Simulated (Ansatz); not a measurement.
# MgZrO3 (built on the sites of a database entry of BaZrO3): following an unstable mode, part 2 of 2

Aim: this structure of MgZrO3 (built on the sites of a database entry of BaZrO3) is to be tested for unstable modes, and one is followed downhill.

Ansatz 0.2.0; DFT PBEsol, scalar-relativistic, plane waves, norm-conserving pseudopotentials.

So far. Step 4 (The mode frozen in, largest atomic shift 0.6 Å): The run ends at a pressure of -11.61 GPa, with forces up to 0.21 eV/Å. Step 5 (Energy along the mode, all amplitudes (two of the runs …): The lowest of the steps tried is the last one, at 0.6 Å, 83.7 meV/atom below the parent; the bottom of the well need not coincide with a step.

The structure was built from a prototype and need not be the compound's stable phase.

### Step 6. Relaxation from the frozen mode

Starting from the lowest point found, all atoms and the cell are let go, so that strain and other modes of the same symmetry can join in.

input.yaml reads:

```yaml
crystal:
  lattice:
    - [4.071198049, 0.0, 0.0]
    - [0.0, 4.071198049, 0.0]
    - [0.0, 0.0, 4.071198049]
  atoms:
    - { symbol: Mg, position: [0.0, 0.0, 0.0] }
    - { symbol: Zr, position: [0.5, 0.5, 0.5] }
    - { symbol: O, position: [0.0, 0.3957888898, 0.6042111102] }
    - { symbol: O, position: [0.3957888898, 0.0, 0.3957888898] }
    - { symbol: O, position: [0.6042111102, 0.6042111102, 0.0] }
kpoints:
  mp_grid: { grid: [8, 8, 8] }
hamiltonian:
  xc: pbesol
  pseudopotentials: { kind: nc }
scf:
  occupations: { method: fixed }
output:
  forces: true
  stress: true
  eigenvalues: true
relax:
  adjacent_minimum: "off"
  f_tol: 0.002
  max_steps: 120
  cell: { stress_tol: 0.03 }
```

Run with:

```
$ ansatz run input.yaml --threads 4 --pin off --max-ram 7168MiB --backend cpu --events-out ev --progress --plain --runs-dir out
```

Numbers of over 12 decimals in the logs are rounded to 6 here.

What it wrote:

```text
[...]
Crystal: 5 atoms, lattice volume = 67.479 Å³
Basis set: ecut = 1142.878222 eV, 5887 PW (Γ), exchange–correlation on 90×90×90 points (8 copies of the dense FFT grid, shifted against one another)
Bands: 25, of which v1, the nominal top of the filled ones, is band 20 counted from 1 (19 counted from 0)
Symmetry: 6 space group operations
[...]
k-points: 65 of 512 (time reversal used)
[...]
SCF iter   1: F=—  HF=-4343.620559 eV  |F-HF|=—  |Δ(HF+E_count)|=         —  Δρ=6.19e-2  dr2=2.20e0  ethr=3.10e-3  ⟨swp⟩=5.4  Hψ=6373  notcnv=0  defer=187
[...]
SCF iter   8: F=-4342.848416 eV  HF=-4342.848416 eV  |F-HF|=9.42e-9  |Δ(HF+E_count)|=   4.67e-7  Δρ=6.71e-6  dr2=3.05e-8  ethr=2.50e-10  ⟨swp⟩=13.8  Hψ=9828  notcnv=0
SCF 1 converged in 8 iterations: F = -4342.848416 eV  dr2 = 3.05e-8
relax step   1: F+E_penalty+E_count = -4342.84841619 eV  Δ(F+E_penalty+E_count) = +0.000e0 eV  max|allowed force component| = 1.520e-1 eV/Å  Δτ_max = 0.0000 Å  P = -11.610 GPa  Ω = 67.479 Å³  (8 SCF iters, dr2 threshold 1.00e-7 eV, accepted)
Crystal: 5 atoms, lattice volume = 64.274 Å³
Basis set: ecut = 1142.878222 eV, 5617 PW (Γ), exchange–correlation on 90×90×90 points (8 copies of the dense FFT grid, shifted against one another)
[...]
iter 1 solved again at ethr=1.13e-4 eV; its pass at ethr=3.10e-3 eV (dr2=4.52e-2 eV) is discarded
[...]
SCF iter   6: F=-4343.656008 eV  HF=-4343.656008 eV  |F-HF|=6.63e-8  |Δ(HF+E_count)|=   1.31e-6  Δρ=1.72e-5  dr2=1.03e-7  ethr=1.25e-9  ⟨swp⟩=13.7  Hψ=11037  notcnv=0
SCF 2 converged in 6 iterations: F = -4343.656008 eV  dr2 = 1.03e-7
relax step   2: F+E_penalty+E_count = -4343.65600793 eV  Δ(F+E_penalty+E_count) = -8.076e-1 eV  max|allowed force component| = 5.273e-1 eV/Å  Δτ_max = 0.0296 Å  P = -4.878 GPa  Ω = 64.274 Å³  energy of the carried Pulay correction = +8.491e-4 eV  (6 SCF iters, dr2 threshold 5.00e-7 eV, accepted)
Crystal: 5 atoms, lattice volume = 59.936 Å³
Basis set: ecut = 1142.878222 eV, 5229 PW (Γ), exchange–correlation on 90×90×90 points (8 copies of the dense FFT grid, shifted against one another)
[...]
SCF iter   6: F=-4344.086911 eV  HF=-4344.086911 eV  |F-HF|=1.10e-7  |Δ(HF+E_count)|=   2.47e-6  Δρ=2.46e-5  dr2=2.44e-7  ethr=1.25e-9  ⟨swp⟩=12.4  Hψ=12273  notcnv=0
SCF 3 converged in 6 iterations: F = -4344.086911 eV  dr2 = 2.44e-7
relax step   3: F+E_penalty+E_count = -4344.08691139 eV  Δ(F+E_penalty+E_count) = -4.309e-1 eV  max|allowed force component| = 5.854e-1 eV/Å  Δτ_max = 0.0867 Å  P = +5.011 GPa  Ω = 59.936 Å³  energy of the carried Pulay correction = +2.066e-3 eV  (6 SCF iters, dr2 threshold 5.00e-7 eV, accepted)
[...]
relax step   4: F+E_penalty+E_count = -4344.19391910 eV  Δ(F+E_penalty+E_count) = -1.070e-1 eV  max|allowed force component| = 2.911e-2 eV/Å  Δτ_max = 0.0804 Å  P = -0.685 GPa  Ω = 61.421 Å³  energy of the carried Pulay correction = +1.640e-3 eV  (6 SCF iters, dr2 threshold 5.00e-7 eV, accepted)
[...]
relax step   5: F+E_penalty+E_count = -4344.19564846 eV  Δ(F+E_penalty+E_count) = -1.729e-3 eV  max|allowed force component| = 1.242e-3 eV/Å  Δτ_max = 0.0031 Å  P = +0.004 GPa  Ω = 61.186 Å³  energy of the carried Pulay correction = +1.707e-3 eV  (5 SCF iters, dr2 threshold 5.00e-7 eV, accepted)
[...]
relax step   6: F+E_penalty+E_count = -4344.19570157 eV  Δ(F+E_penalty+E_count) = -5.312e-5 eV  max|allowed force component| = 8.805e-5 eV/Å  Δτ_max = 0.0001 Å  P = +0.006 GPa  Ω = 61.187 Å³  energy of the carried Pulay correction = +1.707e-3 eV  (4 SCF iters, dr2 threshold 1.27e-7 eV, accepted)
[...]
relax step   7: F+E_penalty+E_count = -4344.20207578 eV  Δ(F+E_penalty+E_count) = -6.374e-3 eV  max|allowed force component| = 1.888e-4 eV/Å  Δτ_max = 0.0000 Å  P = +0.239 GPa  Ω = 61.187 Å³  stress off target by 6.91e-1 GPa  SCF on the basis re-selected at this cell (its energy is not comparable with the rows above)  (6 SCF iters)
[...]
relax step   8: F+E_penalty+E_count = -4344.20235634 eV  Δ(F+E_penalty+E_count) = -2.806e-4 eV  max|allowed force component| = 1.286e-3 eV/Å  Δτ_max = 0.0004 Å  P = +0.004 GPa  Ω = 61.276 Å³  energy of the carried Pulay correction = -2.475e-5 eV  (4 SCF iters, dr2 threshold 5.00e-7 eV, accepted)
[...]
relax step   9: F+E_penalty+E_count = -4344.20235834 eV  Δ(F+E_penalty+E_count) = -1.991e-6 eV  max|allowed force component| = 2.296e-4 eV/Å  Δτ_max = 0.0001 Å  P = +0.005 GPa  Ω = 61.276 Å³  energy of the carried Pulay correction = -2.472e-5 eV  (4 SCF iters, dr2 threshold 4.22e-9 eV, accepted)
[...]
SCF iter   1: F=—  HF=-4344.202770 eV  |F-HF|=—  |Δ(HF+E_count)|=         —  Δρ=7.29e-6  dr2=7.07e-9  ethr=1.78e-7  ⟨swp⟩=4.3  Hψ=12385  notcnv=0  defer=195
eigensolver tolerance schedule: the retry pair's looser diagonalisation over-reported the residual by 10058.95 of it (diagonalisation noise at 1.36 of the residual, at the tolerance the schedule requests for it); recorded, not acted on — ethr = c·dr2/N_el stays at c = 1.0e-1
[...]
SCF iter   2: F=—  HF=-4344.202385 eV  |F-HF|=—  |Δ(HF+E_count)|=   3.85e-4  Δρ=4.39e-6  dr2=4.54e-9  ethr=1.77e-11  ⟨swp⟩=3.6  Hψ=4187  notcnv=0  defer=194
[...]
SCF iter   6: F=-4344.202385 eV  HF=-4344.202385 eV  |F-HF|=4.55e-12  |Δ(HF+E_count)|=  1.27e-11  Δρ=1.82e-7  dr2=5.99e-12  ethr=1.00e-12  ⟨swp⟩=13.9  Hψ=11067  notcnv=0
SCF 10 converged in 6 iterations: F = -4344.202385 eV  dr2 = 5.99e-12
relax step  10: F+E_penalty+E_count = -4344.20238495 eV  Δ(F+E_penalty+E_count) = -2.661e-5 eV  max|allowed force component| = 2.315e-4 eV/Å  Δτ_max = 0.0000 Å  P = +0.006 GPa  Ω = 61.276 Å³  stress off target by 7.20e-3 GPa  SCF on the basis re-selected at this cell (its energy is not comparable with the rows above)  (6 SCF iters)
[...]
SCF converged after 6 iterations
Free energy (F): -4344.202385 eV
[...]
Internal energy: -4344.202385 eV  (E = F + TS)
E sigma→0 (E₀):  -4344.202385 eV
Fermi energy:    8.422794 eV
[...]
--- Forces (eV/Å), atoms counted from 1 ---
  atom   1  Mg     0.00000000     0.00000000     0.00000000
  atom   2  Zr     0.00000000     0.00000000     0.00000000
  atom   3  O     -0.00000000    -0.00023148     0.00023148
  atom   4  O     -0.00023148    -0.00000000    -0.00023148
  atom   5  O      0.00023148     0.00023148    -0.00000000
  max |Σ_I F_I| component: 5.59e-16 eV/Å
--- Stress (GPa, compression-positive) ---
        0.006427      -0.000388      -0.000388
       -0.000388       0.006427       0.000388
       -0.000388       0.000388       0.006427
  P = ⅓ Tr σ = 0.0064 GPa (0.064 kbar)
--- Band table (eV; the first three rows and the last of 65) ---
  k-point 0: bands = [... 16 lower, 6.3340, 7.1127, 7.1127, 8.2476, 11.4236, 12.5882, 14.3035, 14.3035, ... 1 higher]
  k-point 1: bands = [... 16 lower, 6.4328, 6.9816, 7.1286, 8.1030, 11.7101, 12.7054, 14.0447, 14.2167, ... 1 higher]
  k-point 2: bands = [... 16 lower, 6.3126, 6.9354, 7.0977, 7.8279, 12.1697, 13.0177, 13.7938, 13.9658, ... 1 higher]
  k-point 64: bands = [... 16 lower, 5.5471, 5.7103, 8.0590, 8.0590, 13.0274, 13.0274, 14.5726, 16.0105, ... 1 higher]
--- Relaxed structure (8 steps of the walk, 8 accepted, 2 SCFs on fresh bases) ---
  F+E_penalty+E_count = -4344.20238495 eV   max|allowed force component| = 2.315e-4 eV/Å   (the final SCF, on the basis selected at the relaxed cell)
  cell:  # Å, volume = 61.2758 Å³
    - [3.958935, -0.260954, -0.260954]
    - [-0.260954, 3.958935, 0.260954]
    - [-0.260954, 0.260954, 3.958935]
  atoms:
    - { symbol: Mg, position: [3.4087724647105105e-19, -3.40211470599041e-19, -1.67611148985606e-19] }
    - { symbol: Zr, position: [0.500000, 0.500000, 0.5] }
    - { symbol: O, position: [0.0, 0.372469, 0.627531] }
    - { symbol: O, position: [0.372469, 0.0, 0.372469] }
    - { symbol: O, position: [0.627531, 0.627531, -1.0390836220984096e-18] }
```

Run time: 90 s. Hardware: 4 threads of Arm Neoverse V2, shared host; peak memory 0.68 GiB; 5.9 min of CPU time.

Relaxation path:

```csv
step,energy less that of the first step (eV),largest force component (eV/Å),pressure (GPa),volume (Å³)
1,0.0000,0.1520,-11.61,67.48
2,-0.8076,0.5273,-4.88,64.27
3,-1.2385,0.5854,5.01,59.94
4,-1.3455,0.0291,-0.68,61.42
5,-1.3472,0.0012,0.00,61.19
6,-1.3473,0.0001,0.01,61.19
7*,-1.3537,0.0002,0.24,61.19
8,-1.3539,0.0013,0.00,61.28
9,-1.3539,0.0002,0.00,61.28
10*,-1.3540,0.0002,0.01,61.28
```

Relaxation steps marked * repeat the geometry before them on a plane-wave basis chosen anew for their cell, so energy and pressure can jump there.

The run keeps the 6 symmetry operations that it works with, so distortions that break them were not tested.

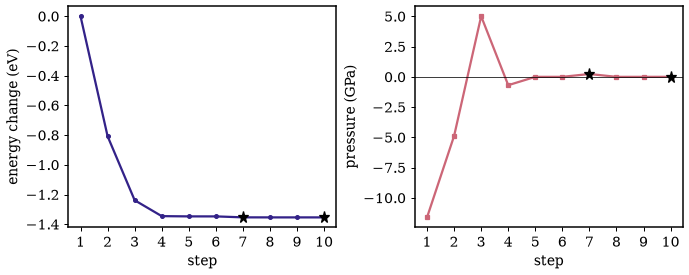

Energy and pressure along the relaxation. Stars mark steps on a basis chosen anew.

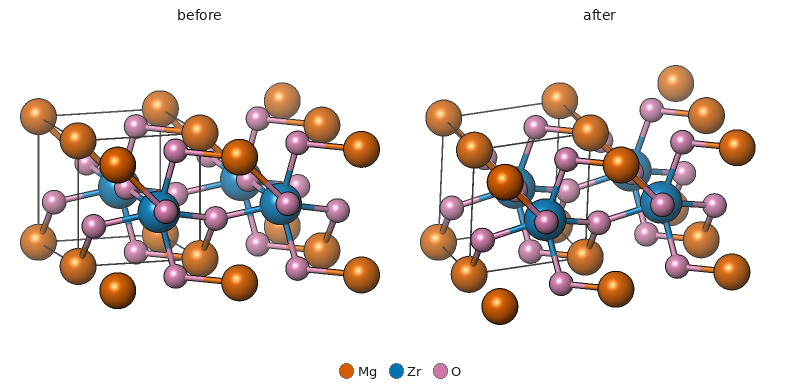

The structure before and after the relaxation, drawn at the same scale. Bonds to atoms that aren't drawn are left out.

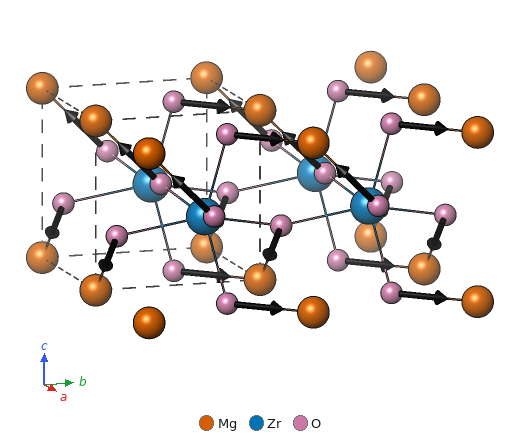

Displacements in the relaxation, exaggerated, measured against the changing cell; the longest in the cell stands for 0.12 Å. Bonds to atoms that aren't drawn are left out. 2×2×1 cells are drawn. Some periodic images of atoms are drawn too.

```csv
"conventional cell, symmetrised",before,after,change
a (Å),5.758,5.230,-9.2 %
b (Å),5.758,5.230,-9.2 %
c (Å),7.052,7.761,+10.1 %
volume (Å³/atom),13.50,12.26,-9.2 %
```

The atoms that moved most (Å, as changes of fractional coordinates times the final cell):

```csv
atom,dx,dy,dz,length
O4,-0.086,0.000,-0.086,0.122
O5,0.086,0.086,0.000,0.122
O3,0.000,-0.086,0.086,0.122
```

The relaxed structure:

```xyz
5
Lattice="3.9589 -0.2610 -0.2610 -0.2610 3.9589 0.2610 -0.2610 0.2610 3.9589" Properties=species:S:1:pos:R:3 pbc="T T T"
Mg    0.0000    0.0000    0.0000
Zr    1.7185    1.9795    1.9795
O    -0.2610    1.6383    2.5816
O     1.3774    0.0000    1.3774
O     2.3206    2.3206    0.0000
```

Numbers from this step:

- pressure: 0.006427 GPa
- gap on the k-mesh: 3.001 eV
- volume per atom: 12.26 Å³

The distorted start has space group R32; the relaxation ends in R32.

### Step 7. The new phase in its own primitive cell

The relaxed structure is symmetrised, reduced to its primitive cell and relaxed tightly, as its phonons need.

input.yaml, the sections that differ from step 6:

```yaml
crystal:
  lattice:
    - [2.6148676035, 1.5096945148, 2.5870153535]
    - [-2.6148676035, 1.5096945148, 2.5870153535]
    - [0.0, -3.0193890296, 2.5870153535]
  atoms:
    - { symbol: Mg, position: [0.0, 0.0, 0.0] }
    - { symbol: Zr, position: [0.5, 0.5, 0.5] }
    - { symbol: O, position: [0.3724692075, 0.0, 0.6275307925] }
    - { symbol: O, position: [0.0, 0.6275307925, 0.3724692075] }
    - { symbol: O, position: [0.6275307925, 0.3724692075, 0.0] }
kpoints:
  mp_grid: { grid: [6, 6, 6] }
relax:
  adjacent_minimum: "off"
  f_tol: 0.001
  max_steps: 60
  cell: { stress_tol: 0.01 }
# hamiltonian, scf, output: as in step 6
```

What it wrote:

```text
[...]
Crystal: 5 atoms, lattice volume = 61.276 Å³
Basis set: ecut = 1142.878222 eV, 5331 PW (Γ), exchange–correlation on 90×90×90 points (8 copies of the dense FFT grid, shifted against one another)
Bands: 25, of which v1, the nominal top of the filled ones, is band 20 counted from 1 (19 counted from 0)
Symmetry: 6 space group operations
[...]
cell:  # Å, volume = 61.2758 Å³
    - [2.614868, 1.509695, 2.5870153535]
    - [-2.614868, 1.509695, 2.5870153535]
    - [0.0, -3.019389, 2.5870153535]
  atoms:
    - { symbol: Mg, position: [0.0, 0.0, 0.0] }
    - { symbol: Zr, position: [0.500000, 0.500000, 0.500000] }
    - { symbol: O, position: [0.3724692075, 0.0, 0.6275307925] }
    - { symbol: O, position: [5.551115123125783e-17, 0.6275307925, 0.3724692075] }
    - { symbol: O, position: [0.627531, 0.3724692075, 0.0] }
[key lines of the parts left out:]
SCF converged after 7 iterations
Free energy (F): -4344.202388 eV
Fermi energy:    8.422799 eV
P = ⅓ Tr σ = 0.0063 GPa (0.063 kbar)
```

Elapsed: 9.7 s, on 4 threads; peak memory 0.52 GiB; 37 s of CPU time.

Little changed from the start: no atom moved by 0.005 Å and no cell edge by 0.1 %.

Numbers from this step:

```
pressure           : 0.006341 GPa
direct gap on mesh : 3.176 eV
```

The largest force component left is 0.32 meV/Å and the pressure is 0.006 GPa, within the tolerances set. The cell now holds 12.26 Å³/atom.

### Step 8. Results

| Item | Value |
| --- | --- |
| unstable mode of the parent | q = (0, 0, 0), 218i cm⁻¹ |
| depth at the lowest point sampled | 83.7 meV/atom |
| largest atomic shift at that point | 0.6 Å |
| space group reached (within 0.01 Å) | R32 |
| energy gained over the parent (first relaxation, on the mesh of the frozen mode) | 355 meV/atom |
| volume per atom, phase reached | 12.3 Å³ |
| gap on the k-mesh, phase reached | 3.00 eV |

**Reading.** Along this mode the structure falls into R32, 355 meV/atom below the parent. At the parent's cell the well is 83.71 meV/atom deep on the steps tried, with its lowest point at a shift of 0.6 Å. That is the last step tried, so the steps alone don't bracket the bottom of the well. Relaxing atoms and cell changes the gain by +270.79 meV/atom against the lowest step (energies at zero smearing). Most of the total comes from this relaxation. The modes of the phase reached were not computed on this path. Of the 5 patterns followed to their end from this parent, this one reaches the lowest energy. Each path keeps the symmetry of its pattern, so a lower phase may lie along a pattern not tried. With the field response the log warns that the k mesh is coarse for the force constants too, so the frequencies may not be converged. The starting cell was built on a prototype and not taken from a measurement, so the phase need not exist.

[Logs are printed without paths, hosts, clocks, repeated set-up lines and the standing remarks that a program may print on its own settings, such as how far it seeks lower states.]

[Hosts, paths, dates, database ids (printed as entryN), source tags and the programs' standing remarks are cut or masked in the printed files.]
